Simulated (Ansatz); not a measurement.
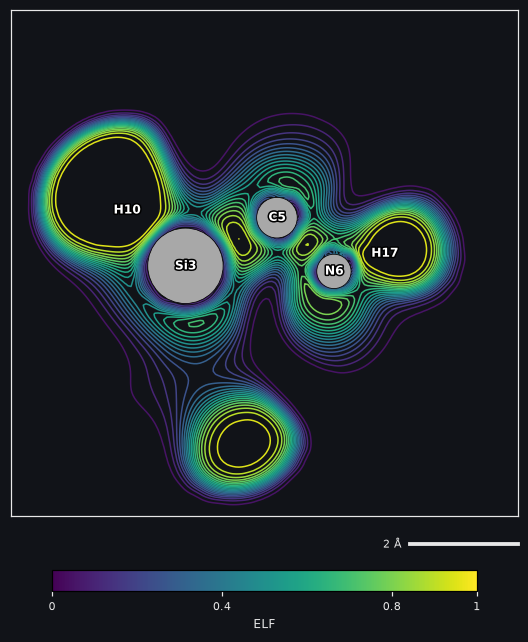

Figure 1: C2H11NOSi2 (SMILES CO[SiH]([SiH3])CN). Electron localisation function on the plane of atoms Si3, C5 and N6. Grey discs cover the atomic cores.

Method: RKS PBE0/6-31G in Ansatz 0.2.0.

```xyz
17

C     0.6014   -0.7944    2.2307
O     0.8209   -0.9805    0.8217
Si    0.5137    0.2648   -0.3642
Si    1.4711   -0.5462   -2.3460
C    -1.3706    0.5162   -0.6285
N    -1.9085   -0.6433   -1.3209
H    -0.4674   -0.7026    2.4669
H     0.9970   -1.6752    2.7402
H     1.1214    0.0972    2.6077
H     1.1117    1.5626    0.1498
H     1.0918   -1.9789   -2.5777
H     0.9930    0.2851   -3.5066
H     2.9743   -0.4498   -2.2953
H    -1.8654    0.7678    0.3291
H    -1.4712    1.4006   -1.2720
H    -1.7287   -1.5402   -0.8937
H    -2.8449   -0.5564   -1.6879
```

Question: Describe what can be read from this map.

Answer:
- The plane passes through Si, C, N and H nuclei.
- C–N (1.45 Å): the ELF peaks at about 0.90 between the atoms, as expected for a covalent bond.
- C–Si (1.92 Å): the ELF peaks at about 0.95 between the atoms: a shared electron pair.
- N–H (1.01 Å): the ELF climbs to about 1 towards the hydrogen, as it does in any bond to H: a covalent bond by its length.
